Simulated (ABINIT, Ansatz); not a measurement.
# TaSi (Pm-3m): from the cell to the phonon bands, part 3 of 3

Aim: the phonon dispersion of TaSi (Pm-3m), checked by a second program.

ABINIT 10.8.3; DFT LDA, scalar-relativistic, plane waves, PseudoDojo norm-conserving pseudopotentials.

So far, highest frequency (cm⁻¹): step 6 (dispersion) 275. The relaxed cell has a = 3.098 Å (conventional setting).

The structure was built from a prototype and need not be the compound's stable phase.

## Step 7: Density of states

Sums over the zone need many more wavevectors than were solved, so the interpolation is sampled on a dense mesh.

anaddb.abi

```
ddb_filepath "all_DDB"
output_file "anaddb.abo"
outdata_prefix "anaddb"
ifcflag 1
ngqpt 4 4 4
nqshft 1
q1shft 0.0 0.0 0.0
asr 1
chneut 0
dipdip 0
dipquad 0
quadquad 0
prtdos 2
ng2qpt 15 15 15
dosdeltae 4.5563e-06
ntemper 11
temperinc 100.0
tempermin 0.0
```

Started as:

```bash
> OMP_NUM_THREADS=1 anaddb anaddb.abi > anaddb.log
```

anaddb.abo, the main output file:

```text
[banners, grids, parts of the stress and lines that vanish by symmetry left out]
-outvars_anaddb: echo values of input variables ----------------------

 Flags :
     ifcflag         1
 Miscellaneous information :
         asr         1
      chneut         0
 Interatomic Force Constants Inputs :
      dipdip         0
     dipquad         0
    quadquad         0
      ifcana         0
      ifcout         0
 Description of grid 1 :
        brav         1
       ngqpt         4         4         4
      nqshft         1
      q1shft
                     0.00000000E+00  0.00000000E+00  0.00000000E+00
 Phonon DOS information :
   dosdeltae  4.55630000E-06
    dossmear  4.55633525E-06
 Description of grid 2 (Fourier interp. or BZ sampling):
      ng2qpt        15        15        15
      ngrids         4
      q2shft         0.00000000E+00  0.00000000E+00  0.00000000E+00

================================================================================

 read the DDB information and perform some checks

  ==== Info on the Cryst% object ====
 Real(R)+Recip(G) space primitive vectors, cartesian coordinates (Bohr,Bohr^-1):
 R(1)=  5.8548463  0.0000000  0.0000000  G(1)=  0.1707987  0.0000000  0.0000000
 R(2)=  0.0000000  5.8548463  0.0000000  G(2)=  0.0000000  0.1707987  0.0000000
 R(3)=  0.0000000  0.0000000  5.8548463  G(3)=  0.0000000  0.0000000  0.1707987
 Unit cell volume ucvol=  2.0069959E+02 bohr^3
 Angles (23,13,12)=  9.00000000E+01  9.00000000E+01  9.00000000E+01 degrees
 Time-reversal symmetry is present
 Reduced atomic positions [iatom, xred, symbol]:
    1)    0.0000000  0.0000000  0.0000000  Si
    2)    0.5000000  0.5000000  0.5000000  Ta

 DDB file with 10 blocks has been read.

================================================================================

 Calculation of the interatomic forces

       Homogeneous q point set in the B.Z.
 Grid q points  :       64
  1)   0.00000000E+00  0.00000000E+00  0.00000000E+00
  2)   2.50000000E-01  0.00000000E+00  0.00000000E+00
  3)   5.00000000E-01  0.00000000E+00  0.00000000E+00
  4)  -2.50000000E-01  0.00000000E+00  0.00000000E+00
  5)   0.00000000E+00  2.50000000E-01  0.00000000E+00
  6)   2.50000000E-01  2.50000000E-01  0.00000000E+00
  7)   5.00000000E-01  2.50000000E-01  0.00000000E+00
  8)  -2.50000000E-01  2.50000000E-01  0.00000000E+00
  9)   0.00000000E+00  5.00000000E-01  0.00000000E+00
 10)   2.50000000E-01  5.00000000E-01  0.00000000E+00
 11)   5.00000000E-01  5.00000000E-01  0.00000000E+00
 12)  -2.50000000E-01  5.00000000E-01  0.00000000E+00
 13)   0.00000000E+00 -2.50000000E-01  0.00000000E+00
 14)   2.50000000E-01 -2.50000000E-01  0.00000000E+00
[...]
58)   2.50000000E-01  5.00000000E-01 -2.50000000E-01
 59)   5.00000000E-01  5.00000000E-01 -2.50000000E-01
 60)  -2.50000000E-01  5.00000000E-01 -2.50000000E-01
 61)   0.00000000E+00 -2.50000000E-01 -2.50000000E-01
 62)   2.50000000E-01 -2.50000000E-01 -2.50000000E-01
 63)   5.00000000E-01 -2.50000000E-01 -2.50000000E-01
 64)  -2.50000000E-01 -2.50000000E-01 -2.50000000E-01

 The interatomic forces have been obtained

================================================================================

 Calculation of phonon density of states

 Average speed of sound partial sums:     0.5749179279E-03 (at units)
-                                   =           1.2577 [km/s]

 Debye frequency from partial sums:     0.3827430800E-03 (Ha)
-                                 =     0.2518328489E+01 (THz)
-Debye temperature from partial sums:     0.1208607056E+03 (K)

 Average speed of sound:     0.3697500619E-04 (at units)
-                      =           0.0809 [km/s]

 Debye frequency from DOS:     0.2461556175E-04 (Ha)
-                        =     0.1619626158E+00 (THz)
-Debye temperature from DOS:     0.7772979621E+01 (K)

-
```

Run time: 0.78 s. Hardware: 1 thread of Arm Neoverse N1, shared host.

Numbers from this step:

```yaml
share_of_modes_beyond_3i_cm_minus1_on_the_dense_interpolated_mesh: 0.1659
```

The phonon density of states has structure finer than the step of the table below, so its rows give means over 20 cm⁻¹, whole bins alone (the curve runs from -98.5 to 305 cm⁻¹). Peaks (cm⁻¹: height): -58.5: 0.0381, 59.5: 0.0310, 93.5: 0.0283, 231.4: 0.125, 261.4: 0.0852.

Tetrahedra. The phonon density of states by wavenumber; means over each step:

| wavenumber (cm⁻¹) | phonon density of states (1/cm⁻¹/cell) |
| --- | --- |
| -80 | 5.0e-5 |
| -60 | 0.0259 |
| -40 | 0.0134 |
| -20 | 0.00784 |
| 0 | 0.00774 |
| 20 | 0.0107 |
| 40 | 0.0192 |
| 60 | 0.0266 |
| 80 | 0.0183 |
| 100 | 0.0174 |
| 120 | 0.00263 |
| 140 | 0 |
| 160 | 0 |
| 180 | 0 |
| 200 | 7.3e-5 |
| 220 | 0.0101 |
| 240 | 0.0740 |
| 260 | 0.0660 |
| 280 | 7.1e-4 |

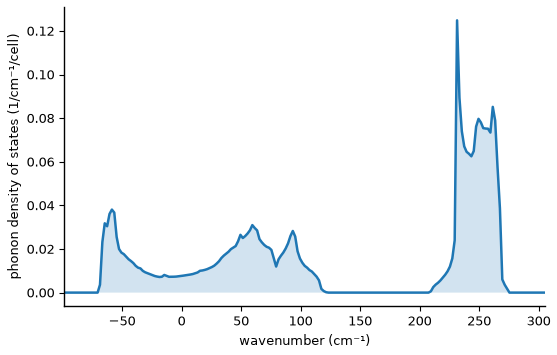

Phonon density of states, plotted against wavenumber.

## Step 8: A second program

A second program on the same cell, potentials, cutoff and meshes tests the implementation of the phonon response, not its convergence.

This step: DFT LDA, scalar-relativistic, plane waves, PseudoDojo norm-conserving pseudopotentials (Ansatz 0.2.0).

input.yaml

```yaml
crystal:
  lattice:
    - [3.0982512279, 0.0, 0.0]
    - [0.0, 3.0982512279, 0.0]
    - [0.0, 0.0, 3.0982512279]
  atoms:
    - { symbol: Si, position: [0.0, 0.0, 0.0] }
    - { symbol: Ta, position: [0.5, 0.5, 0.5] }
kpoints:
  mp_grid: { grid: [8, 8, 8] }
hamiltonian:
  xc: lda
  pseudopotentials: { kind: nc, accuracy: standard }
scf:
  occupations: { method: gaussian, width: 0.27211 }
output:
  eigenvalues: true
basis:
  ecutwfc: 680.285
phonons:
  method: dfpt
  qmesh: [4, 4, 4]
  temperatures: { t_max: 1000, t_step: 50 }
  qpath:
    path:
      - [[0.0, 0.0, 0.0], [0.0, 0.5, 0.0], [0.5, 0.5, 0.0], [0.0, 0.0, 0.0], [0.5, 0.5, 0.5], [0.0, 0.5, 0.0]]
      - [[0.5, 0.5, 0.5], [0.5, 0.5, 0.0]]
    npoints: 10
```

Started as:

```bash
> ansatz run input.yaml --threads 4 --pin off --max-ram 8192MiB --backend cpu --events-out ev --progress --plain --runs-dir out
```

Log:

```text
Warning: basis.ecutwfc = 680.285 eV is below the records' recommended 789.130201 eV, and the density's cutoff is lower with it unless basis.ecutrho_ratio is high enough to keep the records' density cutoff: compare with a run at a higher cutoff
Engine: ansatz 0.2.0, aarch64-unknown-linux-gnu
Pseudopotentials: kind: nc
Pseudopotential: Si, nc, valence charge 4, recommended cutoff 435.38218 eV (normal), Si.nc.azcp (PseudoDojo's, or run here from an input of PseudoDojo's; its table is named by hamiltonian.pseudopotentials.accuracy)
Pseudopotential: Ta, nc, valence charge 13, recommended cutoff 789.130201 eV (normal), Ta.nc.azcp (PseudoDojo's, or run here from an input of PseudoDojo's; its table is named by hamiltonian.pseudopotentials.accuracy)
Functional definition: SPW92
  exchange = slater_x
  correlation = pw_c
Crystal: 2 atoms, lattice volume = 29.741 Å³
Basis set: ecut = 680.285 eV, 1213 PW (Γ), exchange–correlation on 54×54×54 points (8 copies of the dense FFT grid, shifted against one another)
Bands: 13, of which v1, the nominal top of the filled ones, is band 9 counted from 1 (8 counted from 0)
Symmetry: 48 space group operations
k-points: 35 of 512
Non-local potential: Si, projectors of the file, l = 0: 2, l = 1: 2, l = 2: 2
Non-local potential: Ta, projectors of the file, l = 0: 2, l = 1: 2, l = 2: 2, l = 3: 2
Initial density: superposition of atomic densities (chi_scale 0.1, normalization cell, long waves kept (reshape's long-wave potential 0.00 eV rms))
Initial wavefunctions: pseudopotential atomic-orbital guess
Functional: x = slater, c = lda
SCF iter   1: F=—  HF=-1889.573818 eV  |F-HF|=—  |Δ(HF+E_count)|=         —  Δρ=2.74e-2  dr2=2.15e-1  ethr=3.10e-3  ⟨swp⟩=5.1  Hψ=2717  notcnv=0
preconditioner: auto → none  [metal: Δε(μ)=0.031 eV  Ē_g=8.114 eV  σ=0.272 eV  W_gap=0.06  n_scr=6 (ndim 8)  ℏωp=20.4 eV  f_vac=0.000  D(μ)=1.76/eV (n_scr^D=18)  sad-step TF]
SCF iter   2: F=—  HF=-1889.517286 eV  |F-HF|=—  |Δ(HF+E_count)|=   5.65e-2  Δρ=1.61e-2  dr2=6.84e-2  ethr=1.26e-3  ⟨swp⟩=1.1  Hψ=738  notcnv=0
SCF iter   3: F=—  HF=-1889.493570 eV  |F-HF|=—  |Δ(HF+E_count)|=   2.37e-2  Δρ=5.61e-3  dr2=1.87e-2  ethr=4.02e-4  ⟨swp⟩=2.1  Hψ=599  notcnv=0
SCF iter   4: F=—  HF=-1889.488168 eV  |F-HF|=—  |Δ(HF+E_count)|=   5.40e-3  Δρ=6.19e-4  dr2=4.96e-5  ethr=1.10e-4  ⟨swp⟩=2.1  Hψ=585  notcnv=0
SCF iter   5: F=—  HF=-1889.488148 eV  |F-HF|=—  |Δ(HF+E_count)|=   1.97e-5  Δρ=1.85e-4  dr2=2.47e-6  ethr=2.92e-7  ⟨swp⟩=2.0  Hψ=743  notcnv=0  defer=1
SCF iter   6: F=—  HF=-1889.488148 eV  |F-HF|=—  |Δ(HF+E_count)|=   1.50e-7  Δρ=1.40e-5  dr2=2.40e-8  ethr=1.45e-8  ⟨swp⟩=2.3  Hψ=653  notcnv=0  defer=1
SCF iter   7: F=—  HF=-1889.488148 eV  |F-HF|=—  |Δ(HF+E_count)|=   1.57e-7  Δρ=3.00e-6  dr2=9.42e-10  ethr=1.41e-10  ⟨swp⟩=2.5  Hψ=749  notcnv=0  defer=1
SCF iter   8: F=—  HF=-1889.488148 eV  |F-HF|=—  |Δ(HF+E_count)|=  3.54e-10  Δρ=2.49e-7  dr2=1.03e-11  ethr=5.54e-12  ⟨swp⟩=2.2  Hψ=716  notcnv=0  defer=1
SCF iter   9: F=-1889.488148 eV  HF=-1889.488148 eV  |F-HF|=2.27e-13  |Δ(HF+E_count)|=  1.82e-12  Δρ=6.97e-8  dr2=5.05e-13  ethr=1.00e-12  ⟨swp⟩=7.2  Hψ=2510  notcnv=0
SCF 1 converged in 9 iterations: F = -1889.488148 eV  dr2 = 5.05e-13
phonons: the bands overlap, so this run is a metal and interpolates without the dipole-dipole term. If the crystal is really an insulator or semiconductor, its LO-TO splitting is missing
NSCF: frozen V_eff on 35 k-points
WARN: eigensolver did not converge in 3 slots of this pass, the one above among them; of largest residual over every band (k=4): 1 band(s) unlocked (lowest unlocked band 12, counted from 0; max residual 5.44e-3 eV among the unlocked bands, 5.44e-3 eV over every band); of lowest unlocked band (k=4): band 12
NSCF: frozen V_eff on 75 k-points
DFPT response loops at q = (0, 0, 0) (fractional): preconditioner auto → Kerker (q_TF=auto, 2.485 Å⁻¹) (partly filled bands, converged f_vac=0.000); β = 1.00, the filter's whole step (`scf.mixing.beta` (0.50) is not read by the response loops under this deck's `scf.mixing.preconditioner`; to damp them name `kerker` or `kerker_dos`, under which they read `scf.mixing.beta`, and type it under 1.00, their step now; both keys bind the ground state too); Broyden in place of MSR1
NSCF: frozen V_eff on 400 k-points
DFPT response loops at q = (0, 0, 0.25) (fractional): mixed as the last ones told, above
NSCF: frozen V_eff on 250 k-points
DFPT response loops at q = (0, 0, -0.5) (fractional): mixed as the last ones told, above
NSCF: frozen V_eff on 640 k-points
DFPT response loops at q = (0, 0.25, 0.25) (fractional): mixed as the last ones told, above
NSCF: frozen V_eff on 400 k-points
DFPT response loops at q = (0, 0.25, -0.5) (fractional): mixed as the last ones told, above
NSCF: frozen V_eff on 250 k-points
DFPT response loops at q = (0, -0.5, -0.5) (fractional): mixed as the last ones told, above
NSCF: frozen V_eff on 576 k-points
DFPT response loops at q = (0.25, 0.25, 0.25) (fractional): mixed as the last ones told, above
NSCF: frozen V_eff on 640 k-points
DFPT response loops at q = (0.25, 0.25, -0.5) (fractional): mixed as the last ones told, above
NSCF: frozen V_eff on 400 k-points
DFPT response loops at q = (0.25, -0.5, -0.5) (fractional): mixed as the last ones told, above
NSCF: frozen V_eff on 150 k-points
DFPT response loops at q = (-0.5, -0.5, -0.5) (fractional): mixed as the last ones told, above
SCF converged after 9 iterations
Free energy (F): -1889.488148 eV
Harris-Foulkes:  -1889.488148 eV  (|F-HF|=2.27e-13)
Internal energy: -1889.423785 eV  (E = F + TS)
E sigma→0 (E₀):  -1889.455967 eV
Entropy (-TS):   -0.064363 eV (-32.182 meV/atom)
Fermi energy:    16.358765 eV
--- Per-component energies (eV) ---
  E_band       = -97.237887
  E_kinetic    = 515.254929
  E_local      = -944.792921  (includes V_loc(G=0)·N_el)
  E_nonlocal   = 139.137411
  E_hartree    = 259.511518
  E_xc         = -444.943071
  E_vxc        = -325.860353  (∫ρ·V_xc dr)
  E_ewald      = -1413.591651
  E_smearing   = -0.064363  (= −TS)
  E_closure    = 0.000000  (closes the sum)
  Σ components = -1889.488148   (vs F -1889.488148, Δ=0.00e0)
--- Band table (eV; the first three rows and the last of 35) ---
  k-point 0: bands = [... 5 lower, 13.4049, 13.4049, 18.8018, 18.8018, 18.8018, 19.2811, 19.2811, 19.2811]
  k-point 1: bands = [... 5 lower, 13.2495, 13.5583, 17.5199, 17.5199, 18.2967, 19.3660, 20.6813, 20.6813]
  k-point 2: bands = [... 5 lower, 12.2326, 13.9741, 16.3034, 16.3034, 18.5148, 19.5821, 22.3229, 22.3229]
  k-point 34: bands = [... 5 lower, 10.8170, 10.8170, 12.5039, 19.9644, 19.9644, 19.9644, 21.9988, 21.9988]
--- Phonons (Γ-DFPT): 2 representative perturbations + reference (Σ response iterations 5) ---
  ASR residual: 1.449e-4 → 0.000e0 eV/Å²; symmetrization residual: 2.993e-7 eV/Å²
  ASR residual per site (eV/Å²): 3.98e-6 1.45e-4
  Γ frequencies (cm⁻¹): 0.00 0.00 0.00 266.93 266.93 266.93
--- Phonons (arbitrary-q DFPT): 10 irreducible q on the 4×4×4 mesh ---
  q = [0.0000, 0.0000, 0.0000] (star 1, of the zone-centre solve; hermiticity 9.40e-8, symmetrization 9.62e-15): -0.00 -0.00 -0.00 266.93 266.93 266.93
  q = [0.0000, 0.0000, 0.2500] (star 6, 4 solved perturbations in 640 linear systems a pass and spin channel, the states on 200 of 512 k-point pairs; hermiticity 3.20e-6, symmetrization 6.64e-14, the responses' own estimated error 1.8e-4 eV/Å²): 36.72 36.72 90.18 251.03 251.03 257.06
  q = [0.0000, 0.0000, -0.5000] (star 3, 4 solved perturbations in 400 linear systems a pass and spin channel, the states on 125 of 512 k-point pairs; hermiticity 5.35e-14, symmetrization 1.59e-14, the responses' own estimated error 1.9e-4 eV/Å²): 58.27 58.27 117.24 229.76 232.87 232.87
  q = [0.0000, 0.2500, 0.2500] (star 12, 4 solved perturbations in 1000 linear systems a pass and spin channel, the states on 320 of 512 k-point pairs; hermiticity 2.05e-6, symmetrization 7.10e-14, the responses' own estimated error 1.7e-4 eV/Å²): -63.78 69.49 88.16 232.68 242.87 262.59
  q = [0.0000, 0.2500, -0.5000] (star 12, 6 solved perturbations on 200 of 512 k-point pairs; hermiticity 2.13e-6, symmetrization 1.16e-14, the responses' own estimated error 1.8e-4 eV/Å²): -62.95 83.68 88.85 225.42 234.52 244.82
  q = [0.0000, -0.5000, -0.5000] (star 3, 4 solved perturbations in 400 linear systems a pass and spin channel, the states on 125 of 512 k-point pairs; hermiticity 1.40e-6, symmetrization 1.30e-14, the responses' own estimated error 1.9e-4 eV/Å²): -68.52 -68.52 122.23 207.58 245.94 245.94
  q = [0.2500, 0.2500, 0.2500] (star 8, 2 solved perturbations on 288 of 512 k-point pairs; hermiticity 6.33e-7, symmetrization 2.51e-13, the responses' own estimated error 1.5e-4 eV/Å²): -58.83 -58.83 52.15 240.09 259.42 259.42
  q = [0.2500, 0.2500, -0.5000] (star 12, 4 solved perturbations in 1000 linear systems a pass and spin channel, the states on 320 of 512 k-point pairs; hermiticity 1.82e-6, symmetrization 9.43e-14, the responses' own estimated error 1.8e-4 eV/Å²): -49.54 44.82 53.38 239.78 249.24 267.30
  q = [0.2500, -0.5000, -0.5000] (star 6, 4 solved perturbations in 640 linear systems a pass and spin channel, the states on 200 of 512 k-point pairs; hermiticity 1.74e-6, symmetrization 7.56e-14, the responses' own estimated error 1.8e-4 eV/Å²): 33.02 33.02 66.12 241.63 255.26 255.26
  q = [-0.5000, -0.5000, -0.5000] (star 1, 2 solved perturbations on 75 of 512 k-point pairs; hermiticity 1.45e-13, symmetrization 6.00e-13, the responses' own estimated error 1.9e-4 eV/Å²): 78.24 78.24 78.24 275.38 275.38 275.38
  sum rule: each row above includes the acoustic sum rule's correction from the zone centre's row sums; it moved no ω² by more than (0.47 cm⁻¹)²
  mesh force constants: q→R imaginary residual 4.39e-18; ASR residual 1.449e-4 → 0.000e0 eV/Å²; symmetrization residual 5.329e-15 eV/Å²
  interpolated dispersion: 62 rows × 6 modes
  density of states and harmonic sums: on the 20×20×20 q-mesh, interpolated from the force constants of a 4×4×4 supercell (no non-analytic term)
  largest difference from the sums on the solved wave vectors: F 3.80e-3 eV, S 1.37e-5 and C_V 6.32e-6 eV/K
  zero-point energy: 0.053555 eV/cell   skipped modes (ω ≤ 0): 285, of them read as no rigid motion or as one in doubt: 282 (1.026e0 modes/cell left out, lowest -69.93 cm⁻¹)   left out of the sums: 1.71e-1 of the cell's modes: C_V's classical limit lies that fraction below 3 k_B per atom; for a crystal, a wire or a layer, F and S can be off by more, and a phonons.interpolated_qmesh denser along its periods is the remedy for the sampling
```

Wall time 2.2 min (4 threads); peak memory 0.83 GiB; 8.4 min of CPU time.

Read from the output:

```
sum-rule residual before enforcement                               : 1.45e-4 eV/Å²
lowest frequency on the path                                       : -69.93 cm⁻¹
share of modes beyond 3i cm⁻¹ on the dense interpolated mesh       : 0.1749
lowest mode on the q mesh (acoustic ones at the zone centre apart) : -68.52 cm⁻¹
```

## Step 9: Side by side: ABINIT PseudoDojo and Ansatz, PseudoDojo

Numbers from this step:

```yaml
root_mean_square_difference: 0.11 cm⁻¹
largest_difference: 0.25 cm⁻¹
root_mean_square_difference_on_the_path: 0.1 cm⁻¹
largest_difference_on_the_path: 0.3 cm⁻¹
```

The 12 of 57 modes that differ most. Frequencies side by side:

| q (reciprocal lattice) | mode | ABINIT PseudoDojo (cm⁻¹) | Ansatz, PseudoDojo (cm⁻¹) |
| --- | --- | --- | --- |
| 0.25 0 0 | 1 | 36.47 | 36.72 |
| 0.25 0 0 | 2 | 36.47 | 36.72 |
| 0.5 0 0 | 1 | 58.08 | 58.27 |
| 0.5 0 0 | 2 | 58.08 | 58.27 |
| 0.25 0.25 0.25 | 1 | -58.99 | -58.83 |
| 0.25 0.25 0.25 | 2 | -58.99 | -58.83 |
| 0.5 0.25 0.25 | 1 | -49.71 | -49.54 |
| 0.5 0.25 0.25 | 2 | 44.66 | 44.82 |
| 0.5 0.25 0.25 | 3 | 53.19 | 53.38 |
| 0.5 0.5 0.25 | 1 | 32.77 | 33.02 |
| 0.5 0.5 0.25 | 2 | 32.77 | 33.02 |
| 0.5 0.5 0.25 | 3 | 65.92 | 66.12 |

The interpolated bands of the two lie on top of each other.

At the solved wavevectors the largest difference (acoustic modes at Γ apart) is 0.09 % of the highest mode.

## Step 10: Results

```json
{"space group after relaxation": "Pm-3m", "volume per atom": "14.9 Å³", "highest optical zone-centre mode (no LO-TO term)": "266.9 cm⁻¹", "q mesh": "4×4×4", "lowest mode on the q mesh (acoustic ones at the zone centre apart)": "-68.6 cm⁻¹", "imaginary modes on the q mesh": "yes", "largest difference from Ansatz, PseudoDojo": "0.25 cm⁻¹"}
```

**Reading.** TaSi (Pm-3m) is unstable: a mode solved on the 4×4×4 mesh is imaginary, 69i cm⁻¹; its spectrum reaches 275 cm⁻¹. At the LDA level the optical modes of TaSi (Pm-3m) at the zone centre lie at 267 cm⁻¹. The base run prints -0.34 GPa, mostly the error of a finite basis; the relaxation, with a smoothed and higher cutoff, had brought the cell to rest. The most unstable solved mode lies at q = (0.5, 0.5, 0), on the zone boundary, so the distortion that it points to doubles the cell. ABINIT PseudoDojo and Ansatz, PseudoDojo agree to 0.25 cm⁻¹ (0.09 % of the highest mode compared) on all solved modes but the acoustic ones at Γ, without the LO-TO term. These are harmonic frequencies at zero temperature: anharmonic shifts and linewidths and thermal expansion are left out. Spin-orbit coupling is left out, which can matter for the heavy elements here. In a metal the frequencies hang on the k mesh and the smearing, most of all near Kohn anomalies. The runs are without spin polarisation, although the cell has an odd electron count or an open d or f shell, so a magnetic state was not tested. Ansatz warns that the cutoff lies 14 % under the one recommended for these files; agreement at one cutoff is not convergence. The structure is a hypothetical one, built on a prototype.

[Host names and launcher messages were left out of these logs when they were recorded.]

[Logs are printed without paths, hosts, clocks, repeated set-up lines and the standing remarks that a program may print on its own settings, such as how far it seeks lower states.]

[Hosts, paths, dates, database ids (printed as entryN), source tags and the programs' standing remarks are cut or masked in the printed files.]
